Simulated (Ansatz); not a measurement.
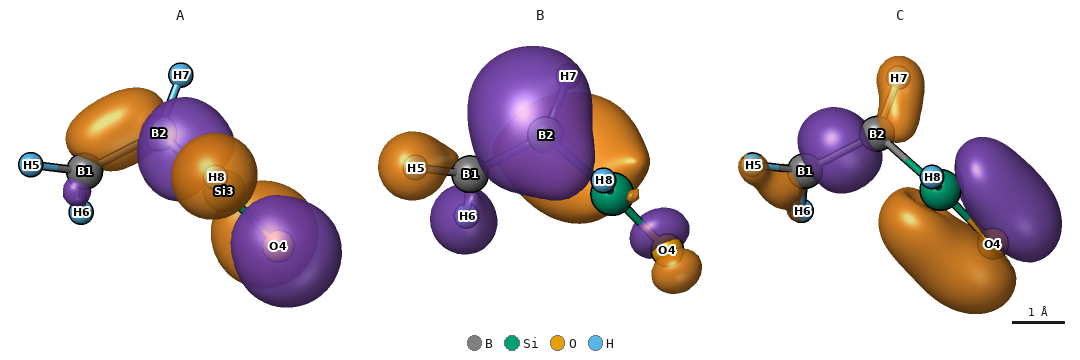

Figure. B₂H₄OSi. Three frontier orbitals at ±0.1 Å⁻³ᐟ² (orange and purple are the two phases), in no order.

Computed with Ansatz 0.2.0, RKS revPBE-D4/6-31G*.

The calculation's input:

```
crystal:
  periodic: [false, false, false]
  atoms:
    - { symbol: B, position_ang: [-1.23972, 0.75195, -0.45239] }
    - { symbol: B, position_ang: [0.20409, 0.12489, -0.71493] }
    - { symbol: Si, position_ang: [1.05844, -0.78801, 0.78457] }
    - { symbol: O, position_ang: [0.81475, -2.23466, 1.15712] }
    - { symbol: H, position_ang: [-1.41086, 1.83701, -0.03338] }
    - { symbol: H, position_ang: [-2.22742, 0.13232, -0.59569] }
    - { symbol: H, position_ang: [-0.31886, 0.63642, -1.16482] }
    - { symbol: H, position_ang: [1.99423, 0.03767, 1.57754] }
basis:
  gaussian: { orbitals: "6-31G*" }
hamiltonian:
  xc: revpbe
  dispersion: d4
relax:
  f_tol: 0.02
  max_steps: 50
output:
  orbitals: {}
```

Launched as:

```sh
ansatz run input.yaml --threads 1 --pin off --max-ram 2048MiB --backend cpu --events-out ev --progress --plain --runs-dir out
```

The fields are those of the run's last geometry, not of the input's.

Which picture is the HOMO−1, the HOMO and the LUMO?

C is the HOMO−1 (−7.17 eV). It lies mainly on O4 (about 60 %), Si3 (about 20 %), B2 (about 5 %) and B1 (about 5 %). A is the HOMO (−6.08 eV). By Hirshfeld shares it lies mainly on O4 (about 60 %), Si3 (about 15 %), B2 (about 10 %) and H8 (about 5 %). B is the LUMO (−3.45 eV). It lies mainly on B2 (about 55 %), Si3 (about 15 %) and B1 (about 10 %).

What is the HOMO–LUMO gap?

2.63 eV between the orbital energies.
